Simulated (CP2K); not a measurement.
**wB97X/cc-pVDZ run of BBrCl2 (bromodichloroborane)**

Aim: the vertical singlet–triplet gap of BBrCl2 (bromodichloroborane) at wB97X/cc-pVDZ, from 2 runs. 

The calculation is run with CP2K 2026.2.

2 further runs of the same task are left out: 1 that didn't finish, 1 set aside as unsound or not needed.

### 1 Starting point

The species is BBrCl2 (4 atoms), meant as a singlet with charge 0. SMILES: `ClB(Cl)Br`. The coordinates come from a PBE0-D4/def2-TZVP relaxation.

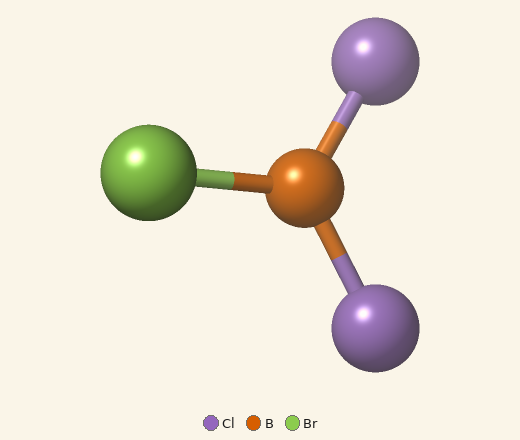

The structure, seen from a chosen angle (chlorine purple, boron orange, bromine green).

### 2 A single-point energy at wB97X/cc-pVDZ

Input file run.inp:

```
&GLOBAL
   PROJECT_NAME run
   RUN_TYPE ENERGY
   PRINT_LEVEL MEDIUM
&END GLOBAL

&FORCE_EVAL
   METHOD QUICKSTEP
   &DFT
      BASIS_SET_FILE_NAME ./cc_pvdz.basis
      POTENTIAL_FILE_NAME POTENTIAL
      CHARGE 0
      MULTIPLICITY 1
      &QS
         METHOD GAPW
         EPS_DEFAULT 1.0E-10
      &END QS
      &MGRID
         CUTOFF 280
         REL_CUTOFF 50
         NGRIDS 4
      &END MGRID
      &POISSON
         PERIODIC NONE
         POISSON_SOLVER MULTIPOLE
      &END POISSON
      &SCF
         SCF_GUESS ATOMIC
         EPS_SCF 1.0E-07
         MAX_SCF 100
         ADDED_MOS 3
         &DIAGONALIZATION
            ALGORITHM STANDARD
         &END DIAGONALIZATION
         &MIXING
            METHOD DIRECT_P_MIXING
            ALPHA 0.4
         &END MIXING
      &END SCF
      &XC
         &XC_FUNCTIONAL
            &HYB_GGA_XC_WB97X
            &END HYB_GGA_XC_WB97X
         &END XC_FUNCTIONAL
         &HF
            FRACTION 1.0
            &SCREENING
               EPS_SCHWARZ 1.0E-10
               SCREEN_ON_INITIAL_P F
            &END SCREENING
            &INTERACTION_POTENTIAL
               POTENTIAL_TYPE MIX_CL
               SCALE_COULOMB 0.157706
               SCALE_LONGRANGE 0.842294
               OMEGA 0.3
            &END INTERACTION_POTENTIAL
            &MEMORY
               MAX_MEMORY 1050
            &END MEMORY
         &END HF
      &END XC
      &PRINT
         &MOMENTS
            PERIODIC F
            REFERENCE COM
            MAX_MOMENT 1
         &END MOMENTS
         &MO ON
            ENERGIES T
            OCCUPATION_NUMBERS T
            NDIGITS 6
            &EACH
               QS_SCF 0
            &END EACH
            ADD_LAST NUMERIC
         &END MO
         &LOWDIN ON
         &END LOWDIN
         &HIRSHFELD OFF
         &END HIRSHFELD
         &MO_MOLDEN ON
            NDIGITS 8
         &END MO_MOLDEN
      &END PRINT
   &END DFT
   &SUBSYS
      &CELL
         ABC [angstrom] 8.6 9.7 9.7
         PERIODIC NONE
      &END CELL
      &COORD
         SCALED T
         Cl   0.59245349   0.60412887   0.63909278
         B    0.52909302   0.53154124   0.48561856
         Cl   0.57643023   0.36235567   0.44564948
         Br   0.40754651   0.63764433   0.36090722
      &END COORD
      &KIND Cl
         BASIS_SET cc-pVDZ
         POTENTIAL ALL
         LEBEDEV_GRID 194
         RADIAL_GRID 100
      &END KIND
      &KIND B
         BASIS_SET cc-pVDZ
         POTENTIAL ALL
         LEBEDEV_GRID 194
         RADIAL_GRID 100
      &END KIND
      &KIND Br
         BASIS_SET cc-pVDZ
         POTENTIAL ALL
         LEBEDEV_GRID 194
         RADIAL_GRID 100
      &END KIND
   &END SUBSYS
&END FORCE_EVAL
```

Run with:

```bash
OMP_NUM_THREADS=1 cp2k.psmp -i run.inp > run.out 2>&1
```

Log:

```text
CP2K| version string:                                       CP2K version 2026.2
[...]
 GLOBAL| Method name                                                        CP2K
[...]
 GLOBAL| Run type                                                         ENERGY
[...]
 DFT| Spin restricted Kohn-Sham (RKS) calculation                            RKS
 DFT| Multiplicity                                                             1
[...]
 DFT| Charge                                                                   0
[...]
 FUNCTIONAL| HYB_GGA_XC_WB97X:
[...]
 QS| Method:                                                                GAPW
[...]
 QS| Density cutoff [a.u.]:                                                140.0
[...]
 QS| Relative density cutoff [a.u.]:                                        25.0
[...]
                             - Atoms:                                          4
[...]
                             - Spherical basis functions:                     77
[...]
 Number of electrons:                                                         74
[...]
     1 P_Mix/Diag. 0.40E+00   31.6     0.87356814     -3520.1648089686 -3.52E+03
[...]
    16 DIIS/Diag.  0.74E-07    1.0     0.00000007     -3519.5247247255  5.46E-12
  *** SCF run converged in    16 steps ***
[...]
  Overlap energy of the core charge distribution:               0.00000485890879
  Self energy of the core charge distribution:              -1105.06943044822697
  Core Hamiltonian energy:                                  -2612.62231666823800
  Hartree energy:                                             149.99877861001227
  Exchange-correlation energy:                                -15.18339766364446
  Hartree-Fock Exchange energy:                               -33.52729497291665
[...]
                     Mulliken Population Analysis
 #  Atom  Element  Kind  Atomic population                           Net charge
       1     Cl       1         17.019558                             -0.019558
       2     B        2          4.937122                              0.062878
       3     Cl       1         17.019205                             -0.019205
       4     Br       3         35.024115                             -0.024115
 # Total charge                             74.000000                  0.000000
[...]
  Dipole moment [Debye]
    X= -0.1384951E-02 Y= -0.6758800E-02 Z=  0.1393973E-02  Total=      0.0070387
 ENERGY| Total FORCE_EVAL ( QS ) energy [hartree]          -3519.524724725482429
[...]
```

Run time: 48 s. Hardware: 1 thread of Arm Neoverse V1, shared host; peak memory 0.51 GiB.

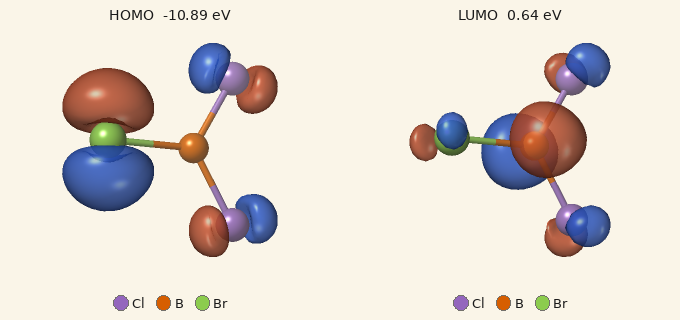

Frontier orbitals of this run, surfaces at ±0.2 Å^-3/2.

### 3 The triplet, same level

Input file mol.inp:

```
&GLOBAL
  PROJECT_NAME mol
  RUN_TYPE ENERGY
  PRINT_LEVEL MEDIUM
&END GLOBAL
&FORCE_EVAL
  METHOD QS
  &DFT
    BASIS_SET_FILE_NAME ./cc_pvdz.basis
    POTENTIAL_FILE_NAME POTENTIAL
    CHARGE 0
    MULTIPLICITY 3
    LSD T
    &QS
      METHOD GAPW
      EPS_DEFAULT 1.0E-10
    &END QS
    &MGRID
      CUTOFF 280
      REL_CUTOFF 50
      NGRIDS 4
    &END MGRID
    &POISSON
      PERIODIC NONE
      POISSON_SOLVER MULTIPOLE
    &END POISSON
    &SCF
      SCF_GUESS ATOMIC
      EPS_SCF 1.0E-06
      MAX_SCF 40
      &OT ON
        MINIMIZER DIIS
        PRECONDITIONER FULL_ALL
      &END OT
      &OUTER_SCF
        EPS_SCF 1.0E-06
        MAX_SCF 10
      &END OUTER_SCF
    &END SCF
    # exchange and correlation
    &XC
      &XC_FUNCTIONAL
        &HYB_GGA_XC_WB97X
        &END HYB_GGA_XC_WB97X
      &END XC_FUNCTIONAL
      &HF
        FRACTION 1.0
        &SCREENING
          EPS_SCHWARZ 1.0E-10
          SCREEN_ON_INITIAL_P F
        &END SCREENING
        &INTERACTION_POTENTIAL
          POTENTIAL_TYPE MIX_CL
          SCALE_COULOMB 0.157706
          SCALE_LONGRANGE 0.842294
          OMEGA 0.3
        &END INTERACTION_POTENTIAL
        &MEMORY
          MAX_MEMORY 1050
        &END MEMORY
      &END HF
    &END XC
    # extra output
    &PRINT
      &MOMENTS
        PERIODIC F
        REFERENCE COM
        MAX_MOMENT 1
      &END MOMENTS
      &MO_CUBES
        NLUMO 5
        NHOMO -1
        WRITE_CUBE F
      &END MO_CUBES
      &LOWDIN ON
      &END LOWDIN
      &HIRSHFELD OFF
      &END HIRSHFELD
    &END PRINT
  &END DFT
  &SUBSYS
    &CELL
      ABC [angstrom] 8.6 9.7 9.7
      PERIODIC NONE
    &END CELL
    &COORD
      Cl     0.582100     0.666000     1.510800
      B      0.037200    -0.038100     0.022100
      Cl     0.444300    -1.679200    -0.365600
      Br    -1.008100     0.991100    -1.187600
    &END COORD
    &TOPOLOGY
      &CENTER_COORDINATES
      &END CENTER_COORDINATES
    &END TOPOLOGY
    &KIND Cl
      BASIS_SET cc-pVDZ
      POTENTIAL ALL
      LEBEDEV_GRID 194
      RADIAL_GRID 100
    &END KIND
    &KIND B
      BASIS_SET cc-pVDZ
      POTENTIAL ALL
      LEBEDEV_GRID 194
      RADIAL_GRID 100
    &END KIND
    &KIND Br
      BASIS_SET cc-pVDZ
      POTENTIAL ALL
      LEBEDEV_GRID 194
      RADIAL_GRID 100
    &END KIND
  &END SUBSYS
&END FORCE_EVAL
```

Run with:

```bash
OMP_NUM_THREADS=1 cp2k.psmp -i mol.inp > mol.out 2>&1
```

Log:

```text
CP2K| version string:                                       CP2K version 2026.2
[...]
 GLOBAL| Method name                                                        CP2K
[...]
 GLOBAL| Run type                                                         ENERGY
[...]
 DFT| Spin unrestricted (spin-polarized) Kohn-Sham calculation               UKS
 DFT| Multiplicity                                                             3
[...]
 DFT| Charge                                                                   0
[...]
 FUNCTIONAL| HYB_GGA_XC_WB97X:
[...]
 QS| Method:                                                                GAPW
[...]
 QS| Density cutoff [a.u.]:                                                140.0
[...]
 QS| Relative density cutoff [a.u.]:                                        25.0
[...]
                             - Atoms:                                          4
[...]
                             - Spherical basis functions:                     77
[...]
 Number of electrons:                                                         38
[...]
     1 OT DIIS     0.15E+00   33.3     0.31897997     -3403.9679493485 -3.40E+03
[...]
    36 OT DIIS     0.15E+00    2.4     0.00000098     -3519.3163574980 -9.19E-09
  *** SCF run converged in    36 steps ***
[...]
  Overlap energy of the core charge distribution:               0.00000485890783
  Self energy of the core charge distribution:              -1105.06943044822697
  Core Hamiltonian energy:                                  -2612.42316084581807
  Hartree energy:                                             149.97603641386792
  Exchange-correlation energy:                                -15.17218019248256
  Hartree-Fock Exchange energy:                               -33.50603774234752
[...]
                     Mulliken Population Analysis
 #  Atom  Element  Kind  Atomic population (alpha,beta) Net charge  Spin moment
       1     Cl       1         8.617497     8.394074    -0.011571     0.223423
       2     B        2         3.048761     2.218269    -0.267029     0.830492
       3     Cl       1         8.617604     8.394691    -0.012296     0.222913
       4     Br       3        17.716138    16.992966     0.290896     0.723172
 # Total charge and spin       38.000000    36.000000    -0.000000     2.000000
[...]
  Dipole moment [Debye]
    X= -0.1510520E+01 Y=  0.1478274E+01 Z= -0.1728942E+01  Total=      2.7306051
[...]
 HOMO - LUMO gap [eV] :    5.604117
 ENERGY| Total FORCE_EVAL ( QS ) energy [hartree]          -3519.316357498023081
[...]
```

Run time: 3.4 min. Hardware: 1 thread of Arm Neoverse V1, shared host; peak memory 0.62 GiB.

### 4 What came out

At wB97X/cc-pVDZ:

```
                                        quantity           value
                           singlet: total energy  -3519.52472 Eh
                          singlet: dipole moment          0.01 D
                            singlet: HOMO energy       -10.89 eV
                            singlet: LUMO energy         0.64 eV
                          singlet: HOMO–LUMO gap        11.54 eV
                           triplet: total energy  -3519.31636 Eh
                          triplet: dipole moment          2.73 D
     triplet: HOMO energy (highest over α and β)        -5.51 eV
      triplet: LUMO energy (lowest over α and β)        -5.44 eV
                                   triplet: ⟨S²⟩           2.010
vertical energy of the triplet above the singlet        5.670 eV
```

What this shows: At this shape the triplet lies 5.67 eV (547 kJ/mol) above the singlet.
